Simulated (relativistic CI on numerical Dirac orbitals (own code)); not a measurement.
Relativistic CI calculation, with input and output: Ga²⁺

System: Ga²⁺.
Method: Dirac-Coulomb-Breit CI, KLI orbitals optimised for each configuration, model QED (radiative potential, 1s self-energy scaled to tabulated hydrogen-like ionisation energies), valence Slater integrals scaled by 0.85, configuration energies shifted to the measured levels that pair with them (semi-empirical) (relativistic CI on numerical Dirac orbitals, in-house).

Input:
```
atom Ga  Z=31  charge=2  electrons=29
nucleus A=69  rms_radius_fm=3.9973
hamiltonian dirac-coulomb  breit=on  qed=on  c_scale=1
orbitals kli  potential=per-configuration
slater_scale 0.85
correlation fit
mixing on
configurations
  [Ar] 3d10 4s
  [Ar] 3d10 4p
  [Ar] 3d9 4s2
  [Ar] 3d10 5s
  [Ar] 3d10 4d
  [Ar] 3d10 5p
  [Ar] 3d10 4f
  [Ar] 3d10 6s
  [Ar] 3d10 5d
  [Ar] 3d10 6p
  [Ar] 3d10 5f
  [Ar] 3d10 5g
  [Ar] 3d10 7s
  [Ar] 3d10 6d
  [Ar] 3d10 7p
  [Ar] 3d10 8p
  [Ar] 3d9 4s 4p
  [Ar] 3d9 4p2
  [Ar] 3d8 4s 4p2
  [Ar] 3d9 4p 4d
end
```

Hardware: 1 thread of Intel Xeon (Granite Rapids), 64 GiB of memory available, shared host.

Launched within a batch (the task file carries these settings):
```bash
python <driver script> task.json out
```

The program writes its results to a structured record and prints no log; tables and figures of this report are taken from that record.

The lowest 45 levels:

```csv
Configuration,Level,E (cm⁻¹),LS purity (%),Landé g,Lifetime (s; – stable or not computed)
3d¹⁰ 4s,²S₁/₂,0,100,2.002,–
3d¹⁰ 4p,²P°₁/₂,"65,270",100,0.666,1.1×10⁻⁹
3d¹⁰ 4p,²P°₃/₂,"66,790",100,1.334,1.0×10⁻⁹
3d⁹ 4s²,²D₅/₂,"130,400",96,1.200,5.4×10⁻⁸
3d⁹ 4s²,²D₃/₂,"133,900",96,0.799,3.2×10⁻⁸
3d¹⁰ 5s,²S₁/₂,"140,700",100,2.002,5.9×10⁻¹⁰
3d¹⁰ 4d,²D₃/₂,"144,100",99,0.799,3.9×10⁻¹⁰
3d¹⁰ 4d,²D₅/₂,"144,200",99,1.200,4.0×10⁻¹⁰
3d¹⁰ 5p,²P°₁/₂,"160,800",100,0.666,5.0×10⁻⁹
3d¹⁰ 5p,²P°₃/₂,"161,300",100,1.334,5.0×10⁻⁹
3d⁹ 4s 4p,⁴P°₅/₂,"181,800",97,1.595,1.0×10⁻⁵
3d⁹ 4s 4p,⁴P°₃/₂,"184,000",95,1.710,1.7×10⁻⁸
3d⁹ 4s 4p,"J = 7/2 (odd, mixed)","185,300",47,1.193,2.2×10⁻⁹
3d¹⁰ 4f,²F°₅/₂,"185,400",90,0.868,1.1×10⁻⁹
3d¹⁰ 4f,"J = 7/2 (odd, mixed)","185,500",54,1.189,1.9×10⁻⁹
3d⁹ 4s 4p,⁴F°₉/₂,"185,500",100,1.334,5.8×10¹
3d⁹ 4s 4p,⁴P°₁/₂,"185,600",97,2.612,2.4×10⁻⁸
3d⁹ 4s 4p,⁴F°₅/₂,"185,900",76,1.004,1.1×10⁻⁸
3d⁹ 4s 4p,⁴F°₃/₂,"187,000",96,0.424,1.4×10⁻⁵
3d¹⁰ 6s,²S₁/₂,"187,600",100,2.002,9.0×10⁻¹⁰
3d¹⁰ 5d,²D₃/₂,"189,200",100,0.800,1.1×10⁻⁹
3d¹⁰ 5d,²D₅/₂,"189,200",100,1.200,1.1×10⁻⁹
3d⁹ 4s 4p,⁴D°₇/₂,"190,400",89,1.399,1.7×10⁻⁶
3d⁹ 4s 4p,²F°₅/₂,"190,400",68,0.996,2.4×10⁻⁷
3d⁹ 4s 4p,⁴D°₅/₂,"191,500",56,1.223,7.2×10⁻⁷
3d⁹ 4s 4p,⁴D°₃/₂,"191,700",61,1.070,1.2×10⁻⁸
3d⁹ 4s 4p,⁴D°₁/₂,"192,500",72,0.227,1.2×10⁻⁹
3d⁹ 4s 4p,²F°₇/₂,"192,800",82,1.173,2.9×10⁻⁷
3d⁹ 4s 4p,²P°₁/₂,"193,600",69,0.495,3.6×10⁻¹⁰
3d⁹ 4s 4p,²P°₃/₂,"193,700",87,1.324,3.1×10⁻¹⁰
3d⁹ 4s 4p,²D°₃/₂,"194,400",68,0.935,7.4×10⁻⁹
3d⁹ 4s 4p,²D°₅/₂,"195,500",83,1.227,1.5×10⁻⁷
3d¹⁰ 6p,²P°₁/₂,"196,200",95,0.664,1.0×10⁻⁸
3d¹⁰ 6p,²P°₃/₂,"196,300",95,1.334,9.9×10⁻⁹
3d¹⁰ 5f,²F°₇/₂,"207,900",100,1.143,2.3×10⁻⁹
3d¹⁰ 5f,²F°₅/₂,"207,900",100,0.857,2.3×10⁻⁹
3d¹⁰ 5g,²G₇/₂,"208,300",100,0.889,2.7×10⁻⁹
3d¹⁰ 5g,²G₉/₂,"208,300",100,1.111,2.7×10⁻⁹
3d¹⁰ 7s,²S₁/₂,"209,100",100,2.002,1.4×10⁻⁹
3d¹⁰ 6d,²D₃/₂,"210,000",100,0.800,2.2×10⁻⁹
3d¹⁰ 6d,²D₅/₂,"210,100",100,1.200,2.3×10⁻⁹
3d¹⁰ 7p,²P°₃/₂,"213,700",93,1.334,1.6×10⁻⁹
3d¹⁰ 7p,²P°₁/₂,"213,800",98,0.666,3.4×10⁻⁹
3d⁹ 4s 4p,²F°₇/₂,"217,100",97,1.143,3.2×10⁻¹⁰
3d⁹ 4s 4p,²P°₃/₂,"217,500",87,1.321,2.0×10⁻¹⁰
```

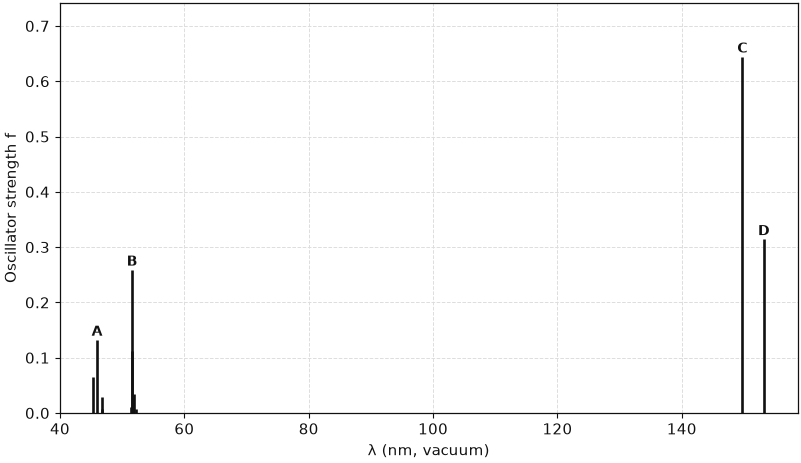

**Figure 1.** Absorption lines from the lowest level (oscillator strengths f) for Ga²⁺ (gallium, Z = 31). A: 3d⁹ 4s 4p ²P°₃/₂ ← 3d¹⁰ 4s ²S₁/₂, 45.97 nm, f = 0.13; B: 3d⁹ 4s 4p ²P°₃/₂ ← 3d¹⁰ 4s ²S₁/₂, 51.63 nm, f = 0.26; C: 3d¹⁰ 4p ²P°₃/₂ ← 3d¹⁰ 4s ²S₁/₂, 149.7 nm, f = 0.64; D: 3d¹⁰ 4p ²P°₁/₂ ← 3d¹⁰ 4s ²S₁/₂, 153.2 nm, f = 0.31. The strongest, C, lies in the vacuum ultraviolet region.

Key numbers:

| quantity | value |
| --- | --- |
| outcome | converged |
| lowest level | 3d¹⁰ 4s ²S₁/₂ |
| first excited level | 3d¹⁰ 4p ²P°₁/₂, 65,266 cm⁻¹ |
| levels computed | 386 |
| SCF iterations | 197 |
| wall time | 1.4 s |

Remarks:

To bear in mind: shifts are fitted to measured levels, configurations with none paired borrow a shift and can be misplaced by tens of thousands of cm⁻¹; rates and lifetimes follow the computed energies and can be off by orders of magnitude; one shift a configuration: terms inside it, and wavelengths, can be off by thousands of cm⁻¹; only a limited list of configurations is included, so lower levels can be missing; only lines among the lowest 51 of 386 levels are drawn.
